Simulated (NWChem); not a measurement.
**quartet C2H4NOSi at 3 levels**

Wanted: a comparison of 3 runs (UHF/STO-3G, UHF/3-21G, UB3LYP/6-31G*) of quartet C2H4NOSi. 

The calculation is run with NWChem 7.3.0.

60 further runs of the same task are left out: 60 set aside as unsound or not needed. Runs told in other sessions of the task aren't counted.

## 1. Starting point

C2H4NOSi: 9 atoms, total charge 0, spin state quartet. SMILES of the parent species: `C[SiH]N=C=O`. The shape is that of a PBE0-D4/def2-TZVP optimisation. This is one conformer, not always the lowest. That shape belongs to the parent species and isn't relaxed for this state.

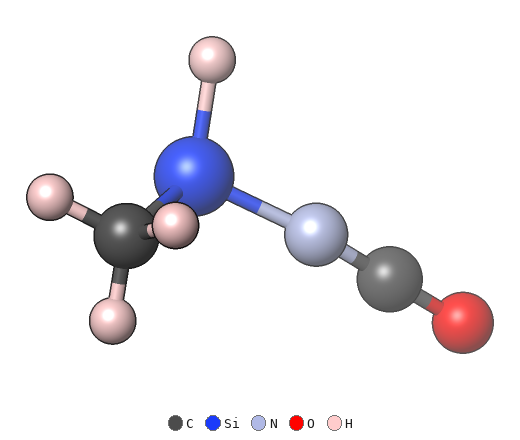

The structure, seen from a chosen angle (carbon dark grey, silicon blue, nitrogen light blue, oxygen red, hydrogen pink).

## 2. The energy at UHF/STO-3G (run 1)

File c2h4nosi.nw:

```
start c2h4nosi
title "C2H4NOSi"
memory stack 880 mb heap 220 mb global 1100 mb
charge 0

geometry units angstroms noautosym nocenter noautoz
   C       -0.230800       0.936500       1.233300
   Si      -0.019100       0.717300      -0.606900
   N        0.147000      -0.951200      -0.966600
   C       -0.027700      -2.022300      -1.465700
   O       -0.174100      -3.081100      -1.930900
   H        0.625000       0.510600       1.765400
   H       -1.138100       0.442600       1.585600
   H       -0.298200       1.998600       1.479400
   H        1.204500       1.402700      -1.110500
end

basis spherical bse
   * library STO-3G
end

scf
   quartet
   uhf
   thresh 1e-08
   maxiter 80
end

task scf
```

Run with:

```bash
$ nwchem c2h4nosi.nw > c2h4nosi.out
```

Standard output:

```text
[...]
  functions       =    33
[...]
  wavefunction    = UHF
[...]
         Total SCF energy =   -490.081764247395
      One electron energy =  -1057.625242233265
      Two electron energy =    376.766033624159
 Nuclear repulsion energy =    190.777444361711
                       Sz =      1.5000
                 Sz(Sz+1) =      3.7500
                      S^2 =      3.7582
[...]
```

Wall time 13 s (1 thread of Intel Xeon Platinum 8488C (Sapphire Rapids), shared host); peak memory 0.098 GiB.

## 3. The energy at UHF/3-21G (run 2)

File c2h4nosi.nw:

```
start c2h4nosi
title "C2H4NOSi"
memory total 2200 mb
charge 0

geometry noautosym nocenter noautoz
C    -0.230800    0.936500    1.233300
Si   -0.019100    0.717300   -0.606900
N     0.147000   -0.951200   -0.966600
C    -0.027700   -2.022300   -1.465700
O    -0.174100   -3.081100   -1.930900
H     0.625000    0.510600    1.765400
H    -1.138100    0.442600    1.585600
H    -0.298200    1.998600    1.479400
H     1.204500    1.402700   -1.110500
end

basis spherical bse
* library 3-21G
end

scf
nopen 3
uhf
thresh 1e-08
maxiter 80
end

task scf energy
```

Run with:

```bash
$ nwchem c2h4nosi.nw > c2h4nosi.out
```

Standard output:

```text
[...]
  functions       =    57
[...]
  wavefunction    = UHF
[...]
         Total SCF energy =   -493.408686567183
      One electron energy =  -1057.697894788791
      Two electron energy =    373.511763859897
 Nuclear repulsion energy =    190.777444361711
                       Sz =      1.5000
                 Sz(Sz+1) =      3.7500
                      S^2 =      3.7667
[...]
```

Run time: 19 s. Hardware: 1 thread of Intel Xeon Platinum 8488C (Sapphire Rapids), shared host; peak memory 0.099 GiB.

## 4. A single-point energy at UB3LYP/6-31G(d) (Cartesian functions) (run 3)

File run.py:

```python
from ase import Atoms
from ase.calculators.nwchem import NWChem

atoms = Atoms(['C', 'Si', 'N', 'C', 'O', 'H', 'H', 'H', 'H'], positions=[
    [-0.230800, 0.936500, 1.233300],
    [-0.019100, 0.717300, -0.606900],
    [0.147000, -0.951200, -0.966600],
    [-0.027700, -2.022300, -1.465700],
    [-0.174100, -3.081100, -1.930900],
    [0.625000, 0.510600, 1.765400],
    [-1.138100, 0.442600, 1.585600],
    [-0.298200, 1.998600, 1.479400],
    [1.204500, 1.402700, -1.110500],
])

calc = NWChem(
    label='c2h4nosi',
    theory='dft',
    memory='2200 mb',
    basis='6-31G*',
    dft={'xc': 'b3lyp', 'mult': '4', 'grid': 'xfine', 'convergence': 'energy 1e-08', 'iterations': '100', 'mulliken': None, 'print': 'low'},
    task='energy',
)
atoms.calc = calc

print("Total energy (eV):", round(atoms.get_potential_energy(), 6))
```

Run with:

```bash
$ export ASE_NWCHEM_COMMAND="nwchem PREFIX.nwi > PREFIX.nwo"
$ python run.py
```

Standard output:

```text
Total energy (eV): -13546.92982
```

The calculator wrote c2h4nosi.nwi:

```
title "c2h4nosi"

permanent_dir c2h4nosi

scratch_dir c2h4nosi

start c2h4nosi

geometry units angstrom nocenter noautosym noautoz
  C  -2.3080000000000001e-01 9.3650000000000000e-01 1.2333000000000001e+00
  Si -1.9099999999999999e-02 7.1730000000000005e-01 -6.0690000000000000e-01
  N  1.4699999999999999e-01 -9.5120000000000005e-01 -9.6660000000000001e-01
  C  -2.7699999999999999e-02 -2.0223000000000000e+00 -1.4657000000000000e+00
  O  -1.7410000000000000e-01 -3.0811000000000002e+00 -1.9309000000000001e+00
  H  6.2500000000000000e-01 5.1060000000000005e-01 1.7654000000000001e+00
  H  -1.1380999999999999e+00 4.4259999999999999e-01 1.5855999999999999e+00
  H  -2.9820000000000002e-01 1.9985999999999999e+00 1.4794000000000000e+00
  H  1.2044999999999999e+00 1.4027000000000001e+00 -1.1105000000000000e+00
end

memory 2200 mb

basis noprint
   * library 6-31G*
end

dft
  xc b3lyp
  mult 4
  grid xfine
  convergence energy 1e-08
  iterations 100
  mulliken
  print low
end

task dft energy
```

c2h4nosi.nwo:

```text
Northwest Computational Chemistry Package (NWChem) 7.3.0
             --------------------------------------------------------

           Job information
           ---------------

    nwchem branch   = 7.3.0
    use scalapack   = T
    input           = c2h4nosi.nwi
    prefix          = c2h4nosi.
    data base       = c2h4nosi/c2h4nosi.db
    status          = startup
    nproc           =        1

           Memory information
           ------------------

    heap     =     72089598 doubles =      550.0 Mbytes
    stack    =     72089595 doubles =      550.0 Mbytes
    global   =    144179200 doubles =     1100.0 Mbytes (distinct from heap & stack)
    total    =    288358393 doubles =     2200.0 Mbytes
    verify   = yes
    hardfail = no

[... 39 lines left out ...]
            Nuclear Dipole moment (a.u.)
[... 86 lines left out ...]
   convergence    iter        energy       DeltaE   RMS-Dens  Diis-err    time
[... 13 lines left out ...]
         Total DFT energy =     -497.840492501045
      One electron energy =    -1061.822257825082
           Coulomb energy =      421.994937929204
    Exchange-Corr. energy =      -48.790616966878
 Nuclear repulsion energy =      190.777444361711
[... 41 lines left out ...]
     ------------------------------------------
      Spin Density - Lowdin Population Analysis
     ------------------------------------------

    Atom       Charge   Shell Charges
 -----------   ------   -------------------------------------------------------
    1 C    6     0.13   0.00  0.02  0.08  0.00  0.01  0.02
    2 Si  14     0.93   0.00  0.00  0.01  0.04  0.41  0.07  0.28  0.12
    3 N    7     0.71   0.00  0.01  0.45  0.00  0.22  0.03
[... 5 lines of this table left out ...]
    9 H    1     0.11   0.06  0.04

     --------------------------
     Expectation value of S2:
     --------------------------
      <S2> =      3.7560 (Exact =     3.7500)

 Task  times  cpu:       92.4s     wall:       92.4s
 Total times  cpu:       92.4s     wall:       92.4s
```

Run time: 94 s. Hardware: 1 thread of Intel Xeon Platinum 8488C (Sapphire Rapids), shared host; peak memory 0.14 GiB.

## 5. Overview of the runs

```tsv
run	level	Cartesian functions	iteration cap	energy (Eh)	dipole moment (D)	HOMO energy (eV)	LUMO energy (eV)	wall time
1	UHF/STO-3G	no	80	-490.081764	3.14	-1.68	5.42	13 s
2	UHF/3-21G	no	80	-493.408687	3.21	-4.61	0.33	19 s
3	UB3LYP/6-31G* (Cartesian functions)	yes	100	-497.840493	–	–	–	94 s
```

## 6. Summary of results

| quantity | value |
| --- | --- |
| run 3: total energy | -497.84049 Eh |
| run 3: ⟨S²⟩ | 3.756 |

In words: In run 1 the basis is minimal, so the values are rough. All runs together took 2.1 min, the longest 94 s.
